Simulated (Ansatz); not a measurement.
# C (Diamond): elastic constants, part 2 of 2

Aim: for C (Diamond), relax to small forces and stress and get the elastic tensor.

Ansatz 0.2.0; DFT r2SCAN, scalar-relativistic, plane waves, PAW. Earlier steps stand in the parts before.

**3. Elastic constants, atoms relaxed**

Input file input.yaml:

```yaml
crystal:
  lattice:
    - [0.0, 1.7801417906, 1.7801417906]
    - [1.7801417906, 0.0, 1.7801417906]
    - [1.7801417906, 1.7801417906, 0.0]
  atoms:
    - { symbol: C, position: [0.0, 0.0, 0.0] }
    - { symbol: C, position: [0.25, 0.25, 0.25] }
basis:
  ecutwfc: 500
kpoints:
  mp_grid: { grid: [12, 12, 12] }
hamiltonian:
  xc: r2scan
scf:
  occupations: { method: fixed }
output:
  forces: true
  stress: true
  eigenvalues: true
elastic:
  mode: relaxed_ion
  stencil: two_point
```

Started as:

```bash
$ ansatz run input.yaml --threads 1 --pin off --max-ram 2560MiB --backend cpu --events-out ev --progress --plain --runs-dir out
```

Log:

```text
Warning: RAYON_NUM_THREADS=1 ignored (pool sized by the plan → 1); use --threads N
Engine: ansatz 0.2.0, x86_64-unknown-linux-gnu
Pseudopotentials: kind: paw
Pseudopotential: C, paw, valence charge 4, recommended cutoff 500 eV (meta_gga), C.paw.azcp
Functional definition: r2SCAN
  parameter k0 = 0.174
  parameter k1 = 0.065
  parameter a1 = 4.9479
  exchange = r2scan_x(k0 = k0, k1 = k1, a1 = a1)
  correlation = r2scan_c
Crystal: 2 atoms, lattice volume = 11.282 Å³
Basis set: ecut = 500 eV, 283 PW (Γ), exchange–correlation on 80×80×80 points (64 copies of the dense FFT grid, shifted against one another)
Bands: 8, of which v1, the nominal top of the filled ones, is band 4 counted from 1 (3 counted from 0)
Symmetry: 48 space group operations
Space group: Fd-3m (ITA 227), of the structure as read, at distance tolerance 2.2e-5 Å
k-points: 72 of 1728
Non-local potential: C, projectors of the file, l = 0: 2, l = 1: 2, l = 2: 1
PAW form: soft (Blöchl's): semilocal exchange-correlation on the pseudo side does not see the compensation charge
PAW frozen core: C, regenerated for the run's functional (the file was generated under x = pbe(κ = 0.804, μ = 0.2195149727645171), c = pbe(β = 0.06672455060314922))
PAW one-centre angular grid: C, 302 points (default); XC on 239 of its mesh's 2573 points in the sphere
Initial density: superposition of atomic densities (neutral atoms: chi_scale 0, normalization atom), corrected by the library's trained network
Initial wavefunctions: pseudopotential atomic-orbital guess
Functional: x = r2scan, c = r2scan; τ floored in thin density (d = 2e-4 eV/Å³)
SCF iter   1: F=—  HF=-503.055219 eV  |F-HF|=—  |Δ(HF+E_count)|=         —  Δρ=8.87e-3  dr2=2.39e-3  dr2_τ=3.87e-1  ethr=1.77e-3  ⟨swp⟩=4.0  Hψ=3485  notcnv=0  defer=100
preconditioner: auto → none  [insulator: Δε(μ)=4.329 eV  Ē_g=20.867 eV  n_scr=0 (ndim 8)  ℏωp=31.3 eV  f_vac=0.000  ε∞_Penn≈3.2]
SCF iter   2: F=—  HF=-503.111462 eV  |F-HF|=—  |Δ(HF+E_count)|=   5.62e-2  Δρ=5.57e-3  dr2=9.68e-4  dr2_τ=5.84e-5  ethr=2.99e-5  ⟨swp⟩=2.7  Hψ=1659  notcnv=0  defer=138
SCF iter   3: F=—  HF=-503.111489 eV  |F-HF|=—  |Δ(HF+E_count)|=   2.73e-5  Δρ=1.84e-3  dr2=1.14e-4  dr2_τ=1.63e-5  ethr=1.21e-5  ⟨swp⟩=3.0  Hψ=972  notcnv=0  defer=141
SCF iter   4: F=—  HF=-503.111522 eV  |F-HF|=—  |Δ(HF+E_count)|=   3.23e-5  Δρ=3.70e-4  dr2=4.60e-6  dr2_τ=3.05e-7  ethr=1.43e-6  ⟨swp⟩=1.7  Hψ=705  notcnv=0  defer=7
SCF iter   5: F=—  HF=-503.111524 eV  |F-HF|=—  |Δ(HF+E_count)|=   2.75e-6  Δρ=9.04e-5  dr2=2.78e-7  dr2_τ=3.09e-8  ethr=5.75e-8  ⟨swp⟩=1.5  Hψ=667  notcnv=0
SCF iter   6: F=—  HF=-503.111524 eV  |F-HF|=—  |Δ(HF+E_count)|=   3.74e-7  Δρ=5.87e-6  dr2=1.13e-9  dr2_τ=1.64e-10  ethr=3.48e-9  ⟨swp⟩=2.3  Hψ=859  notcnv=0
SCF iter   7: F=—  HF=-503.111524 eV  |F-HF|=—  |Δ(HF+E_count)|=  9.61e-10  Δρ=3.73e-7  dr2=4.41e-12  dr2_τ=5.69e-13  ethr=1.42e-11  ⟨swp⟩=2.7  Hψ=868  notcnv=0
SCF iter   8: F=-503.111524 eV  HF=-503.111524 eV  |F-HF|=2.27e-13  |Δ(HF+E_count)|=  4.04e-12  Δρ=4.67e-8  dr2=7.64e-14  dr2_τ=1.67e-14  ethr=1.00e-12  ⟨swp⟩=4.1  Hψ=3206  notcnv=0
SCF 1 converged in 8 iterations: F = -503.111524 eV  dr2 = 7.64e-14
Initial density: handed on by an earlier stage of this run
Initial wavefunctions: those handed on with the density
iter 1 solved again at ethr=1.00e-12 eV; its pass at ethr=3.10e-3 eV (dr2=6.60e-14 eV) is discarded
SCF iter   1: F=—  HF=-503.111524 eV  |F-HF|=—  |Δ(HF+E_count)|=         —  Δρ=4.68e-8  dr2=7.67e-14  dr2_τ=1.67e-14  ethr=1.00e-12  ⟨swp⟩=1.0  Hψ=3884  notcnv=0
preconditioner: auto → none  [insulator: Δε(μ)=4.385 eV  Ē_g=20.830 eV  n_scr=0 (ndim 8)  ℏωp=31.3 eV  f_vac=0.000  ε∞_Penn≈3.3]
SCF iter   2: F=-503.111524 eV  HF=-503.111524 eV  |F-HF|=0.00e0  |Δ(HF+E_count)|=  1.14e-13  Δρ=2.23e-8  dr2=1.60e-14  dr2_τ=1.77e-15  ethr=1.00e-12  ⟨swp⟩=4.0  Hψ=1712  notcnv=0
SCF 2 converged in 2 iterations: F = -503.111524 eV  dr2 = 1.60e-14
Crystal: 2 atoms, lattice volume = 11.260 Å³
Symmetry: 16 space group operations
k-points: 163 of 1728
iter 1 solved again at ethr=3.05e-7 eV; its pass at ethr=3.10e-3 eV (dr2=2.44e-5 eV) is discarded
SCF iter   1: F=—  HF=-503.111348 eV  |F-HF|=—  |Δ(HF+E_count)|=         —  Δρ=5.11e-4  dr2=2.37e-5  dr2_τ=2.68e-5  ethr=3.05e-7  ⟨swp⟩=2.1  Hψ=9171  notcnv=0  defer=260
preconditioner: auto → none  [insulator: Δε(μ)=4.338 eV  Ē_g=20.861 eV  n_scr=0 (ndim 8)  ℏωp=31.3 eV  f_vac=0.000  ε∞_Penn≈3.3]
SCF iter   2: F=—  HF=-503.111365 eV  |F-HF|=—  |Δ(HF+E_count)|=   1.73e-5  Δρ=2.22e-4  dr2=4.36e-6  dr2_τ=1.56e-7  ethr=2.96e-7  ⟨swp⟩=2.0  Hψ=1873  notcnv=0  defer=134
SCF iter   3: F=—  HF=-503.111365 eV  |F-HF|=—  |Δ(HF+E_count)|=   5.88e-8  Δρ=1.88e-5  dr2=1.51e-8  dr2_τ=1.84e-9  ethr=5.45e-8  ⟨swp⟩=2.0  Hψ=1963  notcnv=0
SCF iter   4: F=—  HF=-503.111366 eV  |F-HF|=—  |Δ(HF+E_count)|=   5.81e-7  Δρ=4.26e-6  dr2=8.70e-10  dr2_τ=9.89e-11  ethr=1.88e-10  ⟨swp⟩=2.7  Hψ=1997  notcnv=0
SCF iter   5: F=—  HF=-503.111366 eV  |F-HF|=—  |Δ(HF+E_count)|=  8.56e-10  Δρ=3.42e-7  dr2=5.24e-12  dr2_τ=4.47e-13  ethr=1.09e-11  ⟨swp⟩=2.3  Hψ=1924  notcnv=0
SCF iter   6: F=—  HF=-503.111366 eV  |F-HF|=—  |Δ(HF+E_count)|=  6.20e-12  Δρ=3.83e-8  dr2=1.01e-13  dr2_τ=7.03e-15  ethr=6.55e-14 (applied; sched 1.00e-12)  ⟨swp⟩=2.6  Hψ=1968  notcnv=0
SCF iter   7: F=-503.111366 eV  HF=-503.111366 eV  |F-HF|=2.27e-13  |Δ(HF+E_count)|=  3.98e-13  Δρ=6.10e-9  dr2=2.34e-15  dr2_τ=2.09e-16  ethr=1.00e-12  ⟨swp⟩=4.0  Hψ=3626  notcnv=0
SCF 3 converged in 7 iterations: F = -503.111366 eV  dr2 = 2.34e-15
Crystal: 2 atoms, lattice volume = 11.305 Å³
iter 1 solved again at ethr=3.88e-12 eV; its pass at ethr=3.10e-3 eV (dr2=3.11e-10 eV) is discarded
SCF iter   1: F=—  HF=-503.111372 eV  |F-HF|=—  |Δ(HF+E_count)|=         —  Δρ=2.48e-6  dr2=3.28e-10  dr2_τ=5.52e-10  ethr=3.88e-12  ⟨swp⟩=2.8  Hψ=9680  notcnv=0  defer=170
preconditioner: auto → none  [insulator: Δε(μ)=4.354 eV  Ē_g=20.799 eV  n_scr=0 (ndim 8)  ℏωp=31.2 eV  f_vac=0.000  ε∞_Penn≈3.3]
SCF iter   2: F=—  HF=-503.111372 eV  |F-HF|=—  |Δ(HF+E_count)|=   1.04e-9  Δρ=1.25e-6  dr2=7.99e-11  dr2_τ=6.23e-12  ethr=3.88e-12  ⟨swp⟩=2.2  Hψ=1958  notcnv=0  defer=170
SCF iter   3: F=—  HF=-503.111372 eV  |F-HF|=—  |Δ(HF+E_count)|=  6.66e-11  Δρ=1.46e-7  dr2=1.58e-12  dr2_τ=7.95e-14  ethr=9.99e-13 (applied; sched 1.00e-12)  ⟨swp⟩=2.1  Hψ=1832  notcnv=0  defer=170
SCF iter   4: F=-503.111372 eV  HF=-503.111372 eV  |F-HF|=2.84e-13  |Δ(HF+E_count)|=  1.71e-13  Δρ=3.59e-8  dr2=2.91e-14  dr2_τ=6.17e-15  ethr=1.00e-12  ⟨swp⟩=2.5  Hψ=4690  notcnv=0
SCF 4 converged in 4 iterations: F = -503.111372 eV  dr2 = 2.91e-14
Symmetry: 8 space group operations
k-points: 280 of 1728
Initial wavefunctions: pseudopotential atomic-orbital guess (no wavefunctions were taken with the density)
iter 1 solved again at ethr=1.44e-6 eV; its pass at ethr=3.10e-3 eV (dr2=1.16e-4 eV) is discarded
SCF iter   1: F=—  HF=-503.111491 eV  |F-HF|=—  |Δ(HF+E_count)|=         —  Δρ=1.20e-3  dr2=1.15e-4  dr2_τ=9.19e-6  ethr=1.44e-6  ⟨swp⟩=1.8  Hψ=18758  notcnv=0  defer=451
preconditioner: auto → none  [insulator: Δε(μ)=4.378 eV  Ē_g=20.830 eV  n_scr=0 (ndim 8)  ℏωp=31.3 eV  f_vac=0.000  ε∞_Penn≈3.3]
SCF iter   2: F=—  HF=-503.111449 eV  |F-HF|=—  |Δ(HF+E_count)|=   4.23e-5  Δρ=4.93e-4  dr2=1.75e-5  dr2_τ=9.03e-8  ethr=1.44e-6  ⟨swp⟩=1.4  Hψ=2538  notcnv=0  defer=310
SCF iter   3: F=—  HF=-503.111442 eV  |F-HF|=—  |Δ(HF+E_count)|=   6.56e-6  Δρ=4.56e-5  dr2=1.16e-7  dr2_τ=2.82e-9  ethr=2.18e-7  ⟨swp⟩=2.1  Hψ=3252  notcnv=0
SCF iter   4: F=—  HF=-503.111443 eV  |F-HF|=—  |Δ(HF+E_count)|=   4.96e-7  Δρ=2.07e-6  dr2=3.71e-10  dr2_τ=6.26e-11  ethr=1.45e-9  ⟨swp⟩=1.0  Hψ=2248  notcnv=0
SCF iter   5: F=—  HF=-503.111443 eV  |F-HF|=—  |Δ(HF+E_count)|=  1.66e-11  Δρ=5.77e-7  dr2=1.79e-11  dr2_τ=9.01e-13  ethr=4.64e-12  ⟨swp⟩=2.4  Hψ=3291  notcnv=0
SCF iter   6: F=—  HF=-503.111443 eV  |F-HF|=—  |Δ(HF+E_count)|=  1.16e-11  Δρ=5.01e-8  dr2=1.34e-13  dr2_τ=6.44e-14  ethr=2.24e-13 (applied; sched 1.00e-12)  ⟨swp⟩=2.3  Hψ=3373  notcnv=0
SCF iter   7: F=-503.111443 eV  HF=-503.111443 eV  |F-HF|=2.27e-13  |Δ(HF+E_count)|=  1.71e-13  Δρ=7.36e-9  dr2=2.30e-15  dr2_τ=1.27e-15  ethr=1.00e-12  ⟨swp⟩=4.0  Hψ=6430  notcnv=0
SCF 5 converged in 7 iterations: F = -503.111443 eV  dr2 = 2.30e-15
relax step   1: F+E_penalty+E_count = -503.11144263 eV  Δ(F+E_penalty+E_count) = +0.000e0 eV  max|allowed force component| = 4.387e-3 eV/Å  Δτ_max = 0.0000 Å  (7 SCF iters, accepted)
iter 1 solved again at ethr=8.76e-11 eV; its pass at ethr=3.10e-3 eV (dr2=7.00e-9 eV) is discarded
SCF iter   1: F=—  HF=-503.111443 eV  |F-HF|=—  |Δ(HF+E_count)|=         —  Δρ=1.04e-5  dr2=5.81e-9  dr2_τ=1.77e-8  ethr=8.76e-11  ⟨swp⟩=2.0  Hψ=15987  notcnv=0
preconditioner: auto → none  [insulator: Δε(μ)=4.384 eV  Ē_g=20.830 eV  n_scr=0 (ndim 8)  ℏωp=31.3 eV  f_vac=0.000  ε∞_Penn≈3.3]
SCF iter   2: F=—  HF=-503.111443 eV  |F-HF|=—  |Δ(HF+E_count)|=   1.66e-9  Δρ=4.62e-6  dr2=9.57e-10  dr2_τ=1.65e-11  ethr=7.26e-11  ⟨swp⟩=2.0  Hψ=3105  notcnv=0
SCF iter   3: F=—  HF=-503.111443 eV  |F-HF|=—  |Δ(HF+E_count)|=  1.31e-10  Δρ=5.25e-7  dr2=9.65e-12  dr2_τ=1.01e-12  ethr=1.20e-11  ⟨swp⟩=2.0  Hψ=3302  notcnv=0
SCF iter   4: F=—  HF=-503.111443 eV  |F-HF|=—  |Δ(HF+E_count)|=  8.87e-12  Δρ=6.89e-8  dr2=1.61e-13  dr2_τ=3.43e-14  ethr=1.21e-13 (applied; sched 1.00e-12)  ⟨swp⟩=2.1  Hψ=3251  notcnv=0
SCF iter   5: F=-503.111443 eV  HF=-503.111443 eV  |F-HF|=1.71e-13  |Δ(HF+E_count)|=  2.27e-13  Δρ=1.12e-8  dr2=4.61e-15  dr2_τ=5.87e-16  ethr=1.00e-12  ⟨swp⟩=4.0  Hψ=6486  notcnv=0
SCF 6 converged in 5 iterations: F = -503.111443 eV  dr2 = 4.61e-15
relax step   2: F+E_penalty+E_count = -503.11144282 eV  Δ(F+E_penalty+E_count) = -1.906e-7 eV  max|allowed force component| = 2.119e-3 eV/Å  Δτ_max = 0.0000 Å  (5 SCF iters, accepted)
SCF iter   1: F=—  HF=-503.111443 eV  |F-HF|=—  |Δ(HF+E_count)|=         —  Δρ=9.60e-6  dr2=4.97e-9  dr2_τ=1.53e-8  ethr=6.34e-10  ⟨swp⟩=4.3  Hψ=14159  notcnv=0
preconditioner: auto → none  [insulator: Δε(μ)=4.383 eV  Ē_g=20.830 eV  n_scr=0 (ndim 8)  ℏωp=31.3 eV  f_vac=0.000  ε∞_Penn≈3.3]
SCF iter   2: F=—  HF=-503.111443 eV  |F-HF|=—  |Δ(HF+E_count)|=   1.50e-9  Δρ=4.38e-6  dr2=8.62e-10  dr2_τ=1.52e-11  ethr=6.22e-11  ⟨swp⟩=1.0  Hψ=4480  notcnv=0
SCF iter   3: F=—  HF=-503.111443 eV  |F-HF|=—  |Δ(HF+E_count)|=  1.10e-10  Δρ=4.44e-7  dr2=7.59e-12  dr2_τ=8.99e-13  ethr=1.08e-11  ⟨swp⟩=2.0  Hψ=3272  notcnv=0
SCF iter   4: F=—  HF=-503.111443 eV  |F-HF|=—  |Δ(HF+E_count)|=  5.91e-12  Δρ=8.08e-8  dr2=2.22e-13  dr2_τ=6.20e-14  ethr=9.49e-14 (applied; sched 1.00e-12)  ⟨swp⟩=2.1  Hψ=3343  notcnv=0
SCF iter   5: F=-503.111443 eV  HF=-503.111443 eV  |F-HF|=2.27e-13  |Δ(HF+E_count)|=  5.12e-13  Δρ=1.09e-8  dr2=4.44e-15  dr2_τ=7.64e-16  ethr=1.00e-12  ⟨swp⟩=4.0  Hψ=6527  notcnv=0
SCF 7 converged in 5 iterations: F = -503.111443 eV  dr2 = 4.44e-15
relax step   3: F+E_penalty+E_count = -503.11144288 eV  Δ(F+E_penalty+E_count) = -5.798e-8 eV  max|allowed force component| = 4.918e-8 eV/Å  Δτ_max = 0.0000 Å  (5 SCF iters, accepted)
iter 1 solved again at ethr=1.00e-12 eV; its pass at ethr=3.10e-3 eV (dr2=5.55e-15 eV) is discarded
SCF iter   1: F=—  HF=-503.111443 eV  |F-HF|=—  |Δ(HF+E_count)|=         —  Δρ=1.09e-8  dr2=4.45e-15  dr2_τ=7.65e-16  ethr=1.00e-12  ⟨swp⟩=1.0  Hψ=15127  notcnv=0
SCF iter   2: F=-503.111443 eV  HF=-503.111443 eV  |F-HF|=2.27e-13  |Δ(HF+E_count)|=  5.68e-13  Δρ=5.65e-9  dr2=1.17e-15  dr2_τ=3.28e-17  ethr=1.00e-12  ⟨swp⟩=4.0  Hψ=6517  notcnv=0
SCF 8 converged in 2 iterations: F = -503.111443 eV  dr2 = 1.17e-15
iter 1 solved again at ethr=1.45e-6 eV; its pass at ethr=3.10e-3 eV (dr2=1.16e-4 eV) is discarded
SCF iter   1: F=—  HF=-503.111492 eV  |F-HF|=—  |Δ(HF+E_count)|=         —  Δρ=1.20e-3  dr2=1.15e-4  dr2_τ=9.19e-6  ethr=1.45e-6  ⟨swp⟩=1.8  Hψ=18757  notcnv=0  defer=452
SCF iter   2: F=—  HF=-503.111449 eV  |F-HF|=—  |Δ(HF+E_count)|=   4.24e-5  Δρ=4.93e-4  dr2=1.75e-5  dr2_τ=9.03e-8  ethr=1.44e-6  ⟨swp⟩=1.4  Hψ=2530  notcnv=0  defer=304
SCF iter   3: F=—  HF=-503.111442 eV  |F-HF|=—  |Δ(HF+E_count)|=   6.72e-6  Δρ=4.56e-5  dr2=1.16e-7  dr2_τ=2.82e-9  ethr=2.18e-7  ⟨swp⟩=2.1  Hψ=3248  notcnv=0  defer=3
SCF iter   4: F=—  HF=-503.111443 eV  |F-HF|=—  |Δ(HF+E_count)|=   2.03e-7  Δρ=2.08e-6  dr2=3.75e-10  dr2_τ=6.33e-11  ethr=1.45e-9  ⟨swp⟩=1.0  Hψ=2248  notcnv=0
SCF iter   5: F=—  HF=-503.111443 eV  |F-HF|=—  |Δ(HF+E_count)|=  1.17e-11  Δρ=5.75e-7  dr2=1.78e-11  dr2_τ=8.99e-13  ethr=4.69e-12  ⟨swp⟩=2.4  Hψ=3292  notcnv=0
SCF iter   6: F=—  HF=-503.111443 eV  |F-HF|=—  |Δ(HF+E_count)|=  1.15e-11  Δρ=5.01e-8  dr2=1.34e-13  dr2_τ=6.38e-14  ethr=2.23e-13 (applied; sched 1.00e-12)  ⟨swp⟩=2.4  Hψ=3369  notcnv=0
SCF iter   7: F=-503.111443 eV  HF=-503.111443 eV  |F-HF|=1.71e-13  |Δ(HF+E_count)|=  1.71e-13  Δρ=7.40e-9  dr2=2.32e-15  dr2_τ=1.28e-15  ethr=1.00e-12  ⟨swp⟩=4.0  Hψ=6438  notcnv=0
SCF 9 converged in 7 iterations: F = -503.111443 eV  dr2 = 2.32e-15
relax step   1: F+E_penalty+E_count = -503.11144263 eV  Δ(F+E_penalty+E_count) = +0.000e0 eV  max|allowed force component| = 4.387e-3 eV/Å  Δτ_max = 0.0000 Å  (7 SCF iters, accepted)
iter 1 solved again at ethr=3.28e-10 eV; its pass at ethr=3.10e-3 eV (dr2=2.62e-8 eV) is discarded
SCF iter   1: F=—  HF=-503.111443 eV  |F-HF|=—  |Δ(HF+E_count)|=         —  Δρ=2.01e-5  dr2=2.17e-8  dr2_τ=6.62e-8  ethr=3.28e-10  ⟨swp⟩=2.0  Hψ=15985  notcnv=0
SCF iter   2: F=—  HF=-503.111443 eV  |F-HF|=—  |Δ(HF+E_count)|=   6.21e-9  Δρ=8.95e-6  dr2=3.58e-9  dr2_τ=6.18e-11  ethr=2.72e-10  ⟨swp⟩=2.0  Hψ=3105  notcnv=0
SCF iter   3: F=—  HF=-503.111443 eV  |F-HF|=—  |Δ(HF+E_count)|=  4.85e-10  Δρ=1.02e-6  dr2=3.62e-11  dr2_τ=3.76e-12  ethr=4.48e-11  ⟨swp⟩=2.0  Hψ=3308  notcnv=0
SCF iter   4: F=—  HF=-503.111443 eV  |F-HF|=—  |Δ(HF+E_count)|=  3.25e-11  Δρ=1.33e-7  dr2=6.03e-13  dr2_τ=1.29e-13  ethr=4.52e-13 (applied; sched 1.00e-12)  ⟨swp⟩=2.1  Hψ=3250  notcnv=0
SCF iter   5: F=-503.111443 eV  HF=-503.111443 eV  |F-HF|=2.27e-13  |Δ(HF+E_count)|=  9.09e-13  Δρ=2.17e-8  dr2=1.74e-14  dr2_τ=2.22e-15  ethr=1.00e-12  ⟨swp⟩=4.3  Hψ=6798  notcnv=0
SCF 10 converged in 5 iterations: F = -503.111443 eV  dr2 = 1.74e-14
relax step   2: F+E_penalty+E_count = -503.11144288 eV  Δ(F+E_penalty+E_count) = -2.485e-7 eV  max|allowed force component| = 5.523e-8 eV/Å  Δτ_max = 0.0001 Å  (5 SCF iters, accepted)
iter 1 solved again at ethr=1.00e-12 eV; its pass at ethr=3.10e-3 eV (dr2=1.90e-14 eV) is discarded
SCF iter   1: F=—  HF=-503.111443 eV  |F-HF|=—  |Δ(HF+E_count)|=         —  Δρ=2.17e-8  dr2=1.74e-14  dr2_τ=2.23e-15  ethr=1.00e-12  ⟨swp⟩=1.0  Hψ=15124  notcnv=0
SCF iter   2: F=-503.111443 eV  HF=-503.111443 eV  |F-HF|=1.71e-13  |Δ(HF+E_count)|=  1.71e-13  Δρ=1.12e-8  dr2=4.63e-15  dr2_τ=1.22e-16  ethr=1.00e-12  ⟨swp⟩=4.0  Hψ=6529  notcnv=0
SCF 11 converged in 2 iterations: F = -503.111443 eV  dr2 = 4.63e-15
SCF converged after 2 iterations
Free energy (F): -503.111524 eV
Harris-Foulkes:  -503.111524 eV  (|F-HF|=0.00e0)
Internal energy: -503.111524 eV  (E = F + TS)
E sigma→0 (E₀):  -503.111524 eV
Fermi energy:    13.386886 eV
--- Per-component energies (eV) ---
  E_band       = 30.778518
  E_kinetic    = 184.519138
  E_local      = -120.752012  (includes V_loc(G=0)·N_el)
  E_nonlocal   = 52.587074
  E_hartree    = 26.605630
  E_xc         = -95.961488
  E_vxc        = -132.608637  (∫ρ·V_xc dr)
  E_paw        = -201.467952  (= ΣΔE_a)
  E_vpaw       = -13.175431  (= ΣTr[D̂ρ^β])
  E_aug_tail   = 0.000008  (compensation charges beyond the density's cutoff)
  E_vtau       = 6.997117  (kinetic-family band-sum trace: ∫τ·v_τ [+ j·A + Jᵃ·Aᵃ] dr)
  E_ewald      = -348.592376
  E_core_change = -0.049547  (= ΣΔE_core)
  E_smearing   = -0.000000  (= −TS)
  E_closure    = -0.000000  (closes the sum)
  Σ components = -503.111524   (vs F -503.111524, Δ=0.00e0)
--- Forces (eV/Å), atoms counted from 1 ---
  atom   1  C      0.00000000    -0.00000000     0.00000000
  atom   2  C      0.00000000    -0.00000000    -0.00000000
  max |Σ_I F_I| component: 1.11e-16 eV/Å
--- Stress (GPa, compression-positive) ---
        0.005291       0.000000       0.000000
       -0.000000       0.005291      -0.000000
       -0.000000       0.000000       0.005291
  P = ⅓ Tr σ = 0.0053 GPa (0.053 kbar)
--- Band table (eV; the first three rows and the last of 72) ---
  k-point 0: bands = ["-9.3611", "13.3869", "13.3869", "13.3869", "19.2824", "19.2824", "19.2824", "27.2901"]
  k-point 1: bands = ["-9.1596", "12.0710", "13.0422", "13.0422", "19.7351", "19.7351", "20.0478", "27.4932"]
  k-point 2: bands = ["-8.5578", "9.3746", "12.2948", "12.2948", "20.7171", "20.7171", "21.1845", "28.0784"]
  k-point 71: bands = ["0.5600", "0.5600", "4.6415", "4.6415", "24.6831", "24.6831", "26.3780", "26.3780"]
--- Elastic constants: 2 strain directions × 2 members + reference (group order 48) ---
  dense FFT box of the reference and of every strained cell: 20×20×20
  strains applied: 11, 23; error gains: componentwise 1.00 (the most a stress slope's error grows in a printed constant), spectral 1.73 (1 for all six strains in a standard setting)
  C = ∂σ_k/∂η_j (tension-positive GPa; Voigt order 11 22 33 23 13 12):
      1112.095    120.284    120.284     -0.000     -0.000     -0.000
       120.284   1112.095    120.284     -0.000     -0.000      0.000
       120.284    120.284   1112.095     -0.000      0.000      0.000
        -0.000      0.000      0.000    586.763      0.000     -0.000
        -0.000      0.000      0.000      0.000    586.763      0.000
         0.000     -0.000     -0.000      0.000     -0.000    586.763
  reference stress σ⁰ (GPa):     -0.005     -0.005     -0.005      0.000      0.000     -0.000
  C* (energy form; C + prestress term) asymmetry max|C*_kj − C*_jk| = 8.527e-14 GPa — a small one proves nothing (zero by symmetry where the batch's group is 432, −43m or m−3m); a large one is finite-difference/SCF noise where every solve meets its electron count
  moduli (Voigt/Reuss/Hill, GPa): K = 450.89/450.89/450.89   G = 550.42/546.70/548.56   E = 1170.85   ν = 0.067
  mechanically stable: yes (min eigenvalue of sym C = 586.76 GPa)
  strain η (Voigt 11):  stress-route row diagonal C_11 = 1112.09 GPa, energy-path curvature d²(F+E_count+ΔE)/dδ²/Ω₀ = 1111.89 GPa
         δ    σ_11 (GPa)             F (eV)   n_scf  n_hpsi   n_pw
    -2.000e-3      -2.2353        -503.1113659       7   24406    302   relax 0 steps, max|allowed force component| 2.22e-16 eV/Å
     2.000e-3       2.2131        -503.1113722       4   20040    302   relax 0 steps, max|allowed force component| 2.22e-16 eV/Å
  strain η (Voigt 23):  stress-route row diagonal C_44 = 586.76 GPa, energy-path curvature d²(F+E_count+ΔE)/dδ²/Ω₀ = 586.78 GPa
         δ    σ_23 (GPa)             F (eV)   n_scf  n_hpsi   n_pw
    -2.000e-3      -1.1735        -503.1114429       2   24876    302   relax 3 steps, max|allowed force component| 4.92e-8 eV/Å
     2.000e-3       1.1735        -503.1114429       2   24871    302   relax 2 steps, max|allowed force component| 5.52e-8 eV/Å
```

Run time: 30 s. Hardware: 1 thread of Intel Xeon Platinum 8259CL at 2.50GHz (Skylake/Cascade Lake), shared host; peak memory 0.49 GiB.

What follows for a polycrystal (Hill averages; density 3.536 g/cm³):

| quantity | value |
| --- | --- |
| bulk modulus B | 450.9 GPa |
| shear modulus G | 548.6 GPa |
| B/G | 0.82 |
| universal anisotropy index | 0.03 |
| sound speeds v_l, v_t | 18287, 12456 m/s |
| Debye temperature Θ | 2271 K |

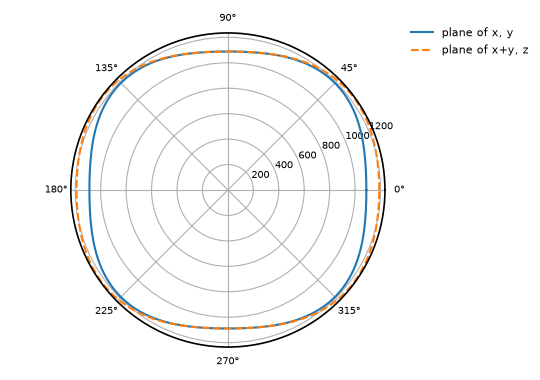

Young's modulus (GPa, as the radius) by direction in planes through the Cartesian axes; the angle runs from the first direction named to the second, and planes that repeat another are left out.

**4. Outcome**

This closing draws on all 2 parts.

| quantity | value |
| --- | --- |
| C11, C12, C44 (relaxed-ion) | 1112, 120, 587 GPa |
| B, G, E (Hill) (relaxed-ion) | 451, 549, 1171 GPa |
| Poisson ratio (relaxed-ion) | 0.07 |
| Debye temperature | 2271 K |

**Reading.** The tensor is positive definite (least eigenvalue 587 GPa), so the crystal resists every homogeneous strain. B/G = 0.82 lies under 1.75, which by Pugh's rule of thumb suggests brittle behaviour; the elastic response is close to isotropic. Measured bulk modulus of C: 442 GPa (quoted in “Equation of state of cubic boron nitride at high pressures and temperatures”, 2007, arxiv:cond-mat/0702656). This calculation gives 451 GPa (+2.0 %). 3 values of this kind are on record (442 to 444.8 GPa); this one was drawn at random among those near their median, those with a stated uncertainty first. The run is for a static lattice at zero temperature. Measured lattice constant a of C: 3.567 Å (powder; quoted in “Characterization of the Materials Synthesized by High Pressure-High Temperature Treatment of a Polymer Derived t-BC2N Ceramic”, 2011, pmc:5448883). This calculation gives 3.560 Å (-0.2 %). That is the cell relaxed with r2SCAN. The calculation is for a static lattice.
